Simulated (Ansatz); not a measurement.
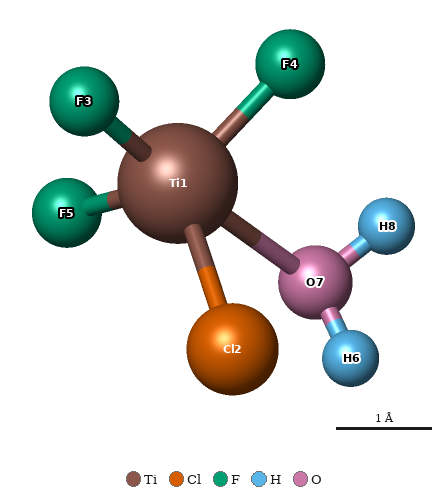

Figure 1. The starting structure (ball-and-stick view, seen at a tilt; atoms are numbered from 1 in the order of the input). Sticks mark near contacts. Bond lengths as drawn: Cl–Ti 2.24 Å, F–Ti 1.74 to 1.76 Å, H–O 0.97 Å and O–Ti 2.31 Å.

**Nudged elastic band of TiH$_{2}$ClOF$_{3}$**

TiH$_{2}$ClOF$_{3}$, computed with RKS B3LYP/def2-SVP (Ansatz 0.2.0).

It belongs to a series of runs on one base structure; here: band between the two ends. Figures and captions count atoms from 1; the log counts them from 0 in places.

### Input file
```yaml
crystal:
  periodic: [false, false, false]
  atoms:
    - { symbol: Ti, position_ang: [-0.369919, -0.548465, -0.551321] }
    - { symbol: Cl, position_ang: [1.844163, -0.870798, -0.718957] }
    - { symbol: F, position_ang: [-0.915101, -1.945138, -1.424648] }
    - { symbol: F, position_ang: [-1.175692, -0.856591, 0.98013] }
    - { symbol: F, position_ang: [-1.0436, 0.715064, -1.532621] }
    - { symbol: H, position_ang: [1.306562, 1.222058, 0.817943] }
    - { symbol: O, position_ang: [0.338556, 1.209975, 0.762718] }
    - { symbol: H, position_ang: [0.01513, 1.073796, 1.666756] }
basis:
  gaussian: { orbitals: def2-SVP }
hamiltonian:
  xc: b3lyp
neb:
  order_check: false
  images: 7
  f_tol: 0.05
  max_iterations: 60
  final_atoms:
    - { symbol: Ti, position_ang: [-0.90171682, -0.21608072, -0.35544955] }
    - { symbol: Cl, position_ang: [2.59886058, -1.02681003, 0.53052808] }
    - { symbol: F, position_ang: [-0.26368769, -0.86304031, -1.83759166] }
    - { symbol: F, position_ang: [-1.1658986, -1.4763169, 0.81477272] }
    - { symbol: F, position_ang: [-2.43576359, 0.5353467, -0.68025269] }
    - { symbol: H, position_ang: [1.92296889, 0.08232459, 0.57041285] }
    - { symbol: O, position_ang: [0.19471949, 1.03819082, 0.30069292] }
    - { symbol: H, position_ang: [0.05061674, 1.92628687, 0.65688733] }
  initial_path:
    images:
      - { positions_ang: [[-0.369919, -0.548465, -0.551321], [1.844163, -0.870798, -0.718957], [-0.915101, -1.945138, -1.424648], [-1.175692, -0.856591, 0.98013], [-1.0436, 0.715064, -1.532621], [1.306562, 1.222058, 0.817943], [0.338556, 1.209975, 0.762718], [0.01513, 1.073796, 1.666756]] }
      - { positions_ang: [[-0.46265689, -0.54303509, -0.5361775], [1.90046033, -0.88238705, -0.5359548], [-0.79996096, -1.8486938, -1.51819927], [-1.22378785, -0.96568254, 0.95588632], [-1.21100305, 0.70858226, -1.43808798], [1.35104332, 1.08227712, 0.73846524], [0.36145925, 1.24933198, 0.71182074], [0.08454484, 1.19950812, 1.62224726]] }
      - { positions_ang: [[-0.55539478, -0.53760518, -0.521034], [1.95675766, -0.89397609, -0.35295261], [-0.68482091, -1.75224959, -1.61175054], [-1.2718837, -1.07477409, 0.93164264], [-1.37840609, 0.70210051, -1.34355495], [1.39552464, 0.94249623, 0.65898747], [0.3843625, 1.28868897, 0.66092347], [0.15395967, 1.32522023, 1.57773852]] }
      - { positions_ang: [[-0.64813266, -0.53217527, -0.5058905], [2.013055, -0.90556514, -0.16995041], [-0.56968087, -1.65580539, -1.70530182], [-1.31997954, -1.18386563, 0.90739896], [-1.54580914, 0.69561877, -1.24902193], [1.44000596, 0.80271535, 0.57950971], [0.40726575, 1.32804595, 0.61002621], [0.22337451, 1.45093235, 1.53322978]] }
      - { positions_ang: [[-0.74087055, -0.52674536, -0.490747], [2.06935233, -0.91715419, 0.01305178], [-0.45454082, -1.55936118, -1.79885309], [-1.36807539, -1.29295717, 0.88315527], [-1.71321219, 0.68913703, -1.1544889], [1.48448729, 0.66293447, 0.50003194], [0.430169, 1.36740294, 0.55912894], [0.29278934, 1.57664447, 1.48872105]] }
      - { positions_ang: [[-0.78108212, -0.4490792, -0.45692264], [2.20172939, -0.94456815, 0.14242086], [-0.40682754, -1.38528096, -1.80853773], [-1.31753119, -1.3387971, 0.86605964], [-1.89385004, 0.65068945, -1.03592985], [1.59410769, 0.517782, 0.51762717], [0.37130662, 1.28509991, 0.49451994], [0.23224619, 1.66405507, 1.28076262]] }
      - { positions_ang: [[-0.82129369, -0.37141304, -0.42309827], [2.33410645, -0.97198211, 0.27178993], [-0.35911426, -1.21120075, -1.81822238], [-1.266987, -1.38463704, 0.848964], [-2.07448789, 0.61224186, -0.91737079], [1.70372809, 0.37262953, 0.5352224], [0.31244425, 1.20279688, 0.42991093], [0.17170304, 1.75146567, 1.07280419]] }
      - { positions_ang: [[-0.86150525, -0.29374688, -0.38927391], [2.46648352, -0.99939607, 0.401159], [-0.31140097, -1.03712053, -1.82790702], [-1.2164428, -1.43047697, 0.83186836], [-2.25512574, 0.57379428, -0.79881174], [1.81334849, 0.22747706, 0.55281762], [0.25358187, 1.12049385, 0.36530193], [0.11115989, 1.83887627, 0.86484576]] }
      - { positions_ang: [[-0.90171682, -0.21608072, -0.35544955], [2.59886058, -1.02681003, 0.53052808], [-0.26368769, -0.86304031, -1.83759166], [-1.1658986, -1.4763169, 0.81477272], [-2.43576359, 0.5353467, -0.68025269], [1.92296889, 0.08232459, 0.57041285], [0.19471949, 1.03819082, 0.30069292], [0.05061674, 1.92628687, 0.65688733]] }
```

Run as:
```bash
ansatz run input.yaml --threads 2 --pin off --max-ram 3072MiB --backend cpu --events-out ev --progress --plain --runs-dir out
```

### Log
```
Engine: ansatz 0.2.0, aarch64-unknown-linux-gnu
Functional definition: B3LYP
  parameter a0 = 0.2
  parameter ax = 0.72
  parameter ac = 0.81
  exchange = (1 - a0 - ax)*slater_x + ax*b88_x + a0*exact_x
  correlation = (1 - ac)*vwn_rpa_c + ac*lyp_c
1236 factors; integrals over basis functions are off by at most 5.1e-4 eV
mean field evaluation 1: about -45851.1213 eV, gradient 7.9e1 eV
mean field evaluation 2: about -45588.0585 eV, gradient 4.3e2 eV
mean field evaluation 4: about -45860.6430 eV, gradient 2.9e1 eV
mean field evaluation 8: about -45862.1843 eV, gradient 2.5e-1 eV
mean field evaluation 16: about -45862.2269 eV, gradient 1.1e-4 eV
mean field -45862.22693315 eV, -1685.4057532592 hartree, gradient 2.4e-5 eV, S^2 0.000000; 0 other end points of the search recorded, 0 dependent functions left out
the calculation of the forces begins
reference -45862.22728891 eV, -1685.4057663332 hartree; 38, 38 occupied and 77, 77 virtual orbitals, 1236 factors
1240 factors; integrals over basis functions are off by at most 7.5e-4 eV
mean field evaluation 32: about -45861.6693 eV, gradient 5.2e-3 eV
mean field -45861.66928880 eV, -1685.3852602075 hartree, gradient 1.2e-5 eV, S^2 0.000000; 0 other end points of the search recorded, 0 dependent functions left out
[... from here on the field's lines of each further geometry are left out, up to the last ...]
NEB iter   1: max|band force component| = 7.574e0 eV/Å  barrier→ = 2.4613 eV  barrier← = 1.9036 eV  Δτ_max = 0.2000 Å  (275 SCF iters)
NEB iter   2: max|band force component| = 2.405e0 eV/Å  barrier→ = 1.1091 eV  barrier← = 0.5515 eV  Δτ_max = 0.2000 Å  (264 SCF iters)
NEB iter   3: max|band force component| = 3.041e0 eV/Å  barrier→ = 1.0101 eV  barrier← = 0.4524 eV  Δτ_max = 0.0996 Å  (246 SCF iters)
NEB iter   4: max|band force component| = 7.104e-1 eV/Å  barrier→ = 0.9659 eV  barrier← = 0.4083 eV  Δτ_max = 0.1119 Å  (238 SCF iters)
NEB iter   5: max|band force component| = 7.647e-1 eV/Å  barrier→ = 0.9459 eV  barrier← = 0.3883 eV  Δτ_max = 0.0573 Å  (238 SCF iters)
NEB iter   6: max|band force component| = 4.898e-1 eV/Å  barrier→ = 0.8947 eV  barrier← = 0.3371 eV  CI = image 5  Δτ_max = 0.0572 Å  (242 SCF iters)
NEB iter   7: max|band force component| = 3.644e-1 eV/Å  barrier→ = 0.9370 eV  barrier← = 0.3794 eV  CI = image 5  Δτ_max = 0.1146 Å  (240 SCF iters)
NEB iter   8: max|band force component| = 2.375e-1 eV/Å  barrier→ = 0.9177 eV  barrier← = 0.3600 eV  CI = image 5  Δτ_max = 0.1143 Å  (236 SCF iters)
NEB iter   9: max|band force component| = 1.992e-1 eV/Å  barrier→ = 0.8950 eV  barrier← = 0.3374 eV  CI = image 5  Δτ_max = 0.1145 Å  (235 SCF iters)
NEB iter  10: max|band force component| = 1.701e-1 eV/Å  barrier→ = 0.8810 eV  barrier← = 0.3233 eV  CI = image 5  Δτ_max = 0.1148 Å  (237 SCF iters)
NEB iter  11: max|band force component| = 1.556e-1 eV/Å  barrier→ = 0.8732 eV  barrier← = 0.3155 eV  CI = image 5  Δτ_max = 0.1144 Å  (237 SCF iters)
NEB iter  12: max|band force component| = 2.648e-1 eV/Å  barrier→ = 0.8714 eV  barrier← = 0.3137 eV  CI = image 5  Δτ_max = 0.0571 Å  (237 SCF iters)
NEB iter  13: max|band force component| = 2.610e-1 eV/Å  barrier→ = 0.8707 eV  barrier← = 0.3131 eV  CI = image 5  Δτ_max = 0.0287 Å  (241 SCF iters)
NEB iter  14: max|band force component| = 1.393e-1 eV/Å  barrier→ = 0.8705 eV  barrier← = 0.3128 eV  CI = image 5  Δτ_max = 0.0579 Å  (244 SCF iters)
NEB iter  15: max|band force component| = 5.912e-2 eV/Å  barrier→ = 0.8703 eV  barrier← = 0.3126 eV  CI = image 5  Δτ_max = 0.1122 Å  (233 SCF iters)
NEB iter  16: max|band force component| = 1.566e-1 eV/Å  barrier→ = 0.8701 eV  barrier← = 0.3125 eV  CI = image 5  Δτ_max = 0.0571 Å  (236 SCF iters)
the calculation of the forces begins
reference -45861.65081103 eV, -1685.3845811621 hartree; 38, 38 occupied and 77, 77 virtual orbitals, 1238 factors
1238 factors; integrals over basis functions are off by at most 1.2e-3 eV
mean field evaluation 1088: about -45861.3570 eV, gradient 3.0e-5 eV
mean field -45861.35699892 eV, -1685.3737837661 hartree, gradient 1.5e-5 eV, S^2 0.000000; 1 other end points of the search recorded, 0 dependent functions left out
the calculation of the forces begins
reference -45861.35735374 eV, -1685.3737968054 hartree; 38, 38 occupied and 77, 77 virtual orbitals, 1238 factors
NEB iter  17: max|band force component| = 2.736e-2 eV/Å  barrier→ = 0.8699 eV  barrier← = 0.3123 eV  CI = image 5  Δτ_max = 0.0000 Å  (454 SCF iters)
```

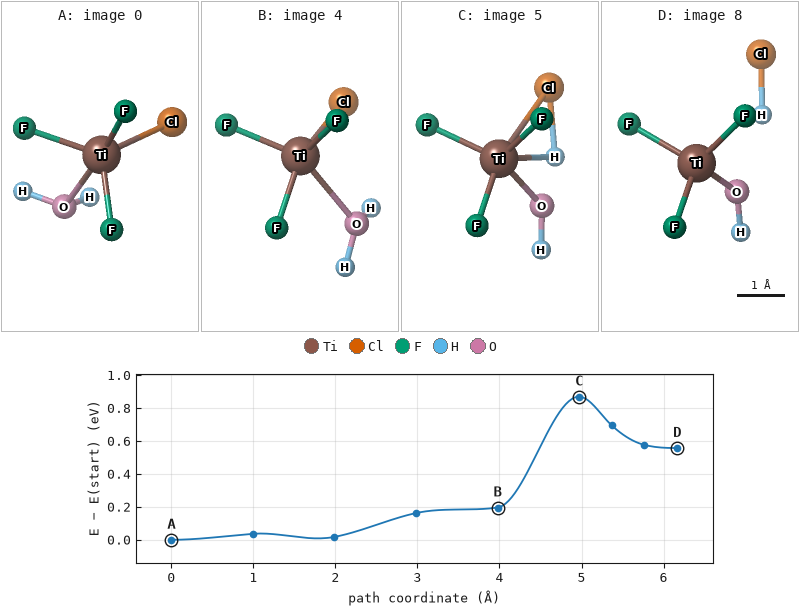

Figure 2. Images of the last band (counted from 0; ball-and-stick, seen at a tilt) above the energy along the path; the line is a cubic interpolation that uses the forces. The highest image is number 5, 0.870 eV above the start and 0.312 eV above the end (the climbing image); the end lies 0.558 eV above the start. The path is 6.17 Å long. The band converged in 17 iterations.

```
Total energy: -45861.35735374 eV, -1685.3737968054 hartree
Atom 0 at    -0.575600    -0.385167    -0.318174 Å, force     0.000516     0.002712    -0.000453 eV/Å
Atom 1 at     1.937773    -1.056094     0.424110 Å, force     0.001089    -0.000806    -0.001842 eV/Å
Atom 2 at    -0.269210    -0.957955    -1.923318 Å, force    -0.000236    -0.000464    -0.003120 eV/Å
Atom 3 at    -1.188025    -1.616376     0.735460 Å, force     0.000471     0.000824     0.003747 eV/Å
Atom 4 at    -1.987029     0.604921    -0.536724 Å, force     0.000804     0.000857    -0.002125 eV/Å
Atom 5 at     1.461140     0.349118     0.596951 Å, force     0.000933    -0.000860    -0.001488 eV/Å
Atom 6 at     0.448513     1.091712     0.360906 Å, force     0.000145    -0.003339     0.010052 eV/Å
Atom 7 at     0.172536     1.969742     0.660789 Å, force    -0.003721     0.001076    -0.004771 eV/Å
Dipole moment:    -0.017808     0.642875     0.216382 e Å
this run last wrote the band of iteration 17 to [file]
```

### The last band as extended XYZ (Å, eV, eV/Å)
```
8
Properties=species:S:1:pos:R:3:forces:R:3 image=0 energy=-45862.22693
Ti   -0.3699   -0.5485   -0.5513    0.0003   0.0105   0.0256
Cl    1.8442   -0.8708   -0.7190   -0.0062   0.0029  -0.0022
F    -0.9151   -1.9451   -1.4246   -0.0008   0.0001  -0.0005
F    -1.1757   -0.8566    0.9801   -0.0012  -0.0098  -0.0099
F    -1.0436    0.7151   -1.5326    0.0025  -0.0024  -0.0072
H     1.3066    1.2221    0.8179    0.0064   0.0027  -0.0099
O     0.3386    1.2100    0.7627    0.0076  -0.0048   0.0117
H     0.0151    1.0738    1.6668   -0.0087   0.0008  -0.0076
8
Properties=species:S:1:pos:R:3:forces:R:3 image=1 energy=-45862.19047
Ti   -0.3419   -0.5937   -0.5455    0.0136  -0.0020  -0.0065
Cl    1.8545   -0.9386   -0.7988    0.0006   0.0031  -0.0068
F    -0.9387   -1.8669   -1.5637   -0.0073  -0.0089   0.0056
F    -1.0068   -1.0960    0.9892   -0.0036   0.0151   0.0092
F    -1.1762    0.7558   -1.2736    0.0037   0.0028  -0.0171
H     1.2644    0.9468    1.2268   -0.0043   0.0037   0.0072
O     0.4786    1.1507    0.6994   -0.0031   0.0026  -0.0245
H    -0.1337    1.6419    1.2662    0.0003  -0.0165   0.0329
8
Properties=species:S:1:pos:R:3:forces:R:3 image=2 energy=-45862.20934
Ti   -0.3781   -0.6267   -0.4251    0.0280   0.0121  -0.0309
Cl    1.8483   -0.9703   -0.5445   -0.0105   0.0288  -0.0381
F    -0.8279   -1.6342   -1.7635   -0.0326  -0.0381   0.0267
F    -1.1446   -1.4272    0.9067    0.0106   0.0213   0.0249
F    -1.2131    0.8342   -0.9452    0.0333   0.0109  -0.0523
H     1.3291    1.0167    1.0019   -0.0186  -0.0079   0.0308
O     0.3600    0.9728    1.0325   -0.0060  -0.0161   0.0159
H     0.0265    1.8346    0.7372   -0.0043  -0.0110   0.0230
8
Properties=species:S:1:pos:R:3:forces:R:3 image=3 energy=-45862.06447
Ti   -0.4029   -0.6187   -0.3450   -0.0202   0.0164  -0.0128
Cl    1.7863   -1.2447   -0.0794    0.0216   0.0082  -0.0454
F    -0.5767   -1.2780   -1.9389   -0.0179  -0.0347   0.0045
F    -1.2579   -1.6577    0.7412    0.0073   0.0250   0.0217
F    -1.5162    0.7430   -0.5860    0.0256   0.0022  -0.0457
H     1.4242    1.0782    0.8390    0.0016   0.0158   0.0174
O     0.4575    1.0487    0.7659   -0.0213  -0.0306   0.0647
H     0.0858    1.9291    0.6031    0.0033  -0.0024  -0.0045
8
Properties=species:S:1:pos:R:3:forces:R:3 image=4 energy=-45862.03081
Ti   -0.4388   -0.6066   -0.2922    0.0232  -0.0360   0.0085
Cl    1.6465   -1.3367    0.4201   -0.0564  -0.0583   0.0062
F    -0.3713   -0.9879   -1.9766   -0.0137  -0.0081  -0.0225
F    -1.3321   -1.8349    0.5407   -0.0255  -0.0452  -0.0301
F    -1.7068    0.6297   -0.2462    0.0499   0.0022   0.0552
H     1.4414    0.9875    0.7043    0.0067   0.1234   0.0279
O     0.6105    1.1901    0.2400    0.0250   0.0241  -0.0398
H     0.1506    1.9587    0.6099   -0.0091  -0.0022  -0.0055
8
Properties=species:S:1:pos:R:3:forces:R:3 image=5 energy=-45861.35700
Ti   -0.5756   -0.3852   -0.3182    0.0005   0.0027  -0.0005
Cl    1.9378   -1.0561    0.4241    0.0011  -0.0008  -0.0018
F    -0.2692   -0.9580   -1.9233   -0.0002  -0.0005  -0.0031
F    -1.1880   -1.6164    0.7355    0.0005   0.0008   0.0037
F    -1.9870    0.6049   -0.5367    0.0008   0.0009  -0.0021
H     1.4611    0.3491    0.5970    0.0009  -0.0009  -0.0015
O     0.4485    1.0917    0.3609    0.0001  -0.0033   0.0101
H     0.1725    1.9697    0.6608   -0.0037   0.0011  -0.0048
8
Properties=species:S:1:pos:R:3:forces:R:3 image=6 energy=-45861.53208
Ti   -0.6612   -0.2978   -0.3189   -0.1045   0.1082  -0.0091
Cl    2.0867   -1.0630    0.4288    0.1652  -0.0626   0.0309
F    -0.2343   -0.8946   -1.8970    0.0442   0.0734   0.0309
F    -1.1188   -1.5769    0.7695    0.0412   0.0719   0.0398
F    -2.1407    0.5654   -0.5691   -0.1749  -0.0087  -0.0654
H     1.6598    0.1903    0.6035    0.2314  -0.1997   0.0232
O     0.3370    1.0945    0.3530   -0.1064   0.0025  -0.0025
H     0.0718    1.9819    0.6302   -0.0962   0.0152  -0.0477
8
Properties=species:S:1:pos:R:3:forces:R:3 image=7 energy=-45861.65046
Ti   -0.7825   -0.2366   -0.3373   -0.0477   0.0265  -0.0076
Cl    2.2999   -1.1002    0.4589    0.0725  -0.0196   0.0132
F    -0.2107   -0.8440   -1.8642    0.0125   0.0262   0.0036
F    -1.0874   -1.5083    0.8114    0.0035   0.0214   0.0135
F    -2.3166    0.5177   -0.6351   -0.0587  -0.0044  -0.0195
H     1.8286    0.1086    0.5984    0.0651  -0.0513   0.0082
O     0.2456    1.0881    0.3255   -0.0258   0.0014   0.0101
H     0.0232    1.9745    0.6424   -0.0215  -0.0002  -0.0215
8
Properties=species:S:1:pos:R:3:forces:R:3 image=8 energy=-45861.66929
Ti   -0.9017   -0.2161   -0.3554   -0.0103  -0.0009   0.0008
Cl    2.5989   -1.0268    0.5305   -0.0037   0.0080   0.0008
F    -0.2637   -0.8630   -1.8376   -0.0056   0.0023  -0.0004
F    -1.1659   -1.4763    0.8148    0.0003   0.0064  -0.0054
F    -2.4358    0.5353   -0.6803    0.0177  -0.0079   0.0028
H     1.9230    0.0823    0.5704    0.0047  -0.0082   0.0002
O     0.1947    1.0382    0.3007   -0.0067   0.0194   0.0126
H     0.0506    1.9263    0.6569    0.0035  -0.0190  -0.0115
```

### Key numbers

- outcome: converged
- barrier, forward: 0.870 eV
- barrier, backward: 0.312 eV
- hardware: 2 threads of Arm Neoverse V2, 24 GiB of memory available, shared host
- wall time: 8.4 min (CPU time 16 min)
- peak memory: 0.3 GiB

### Remarks

The order of the saddle point was not checked.
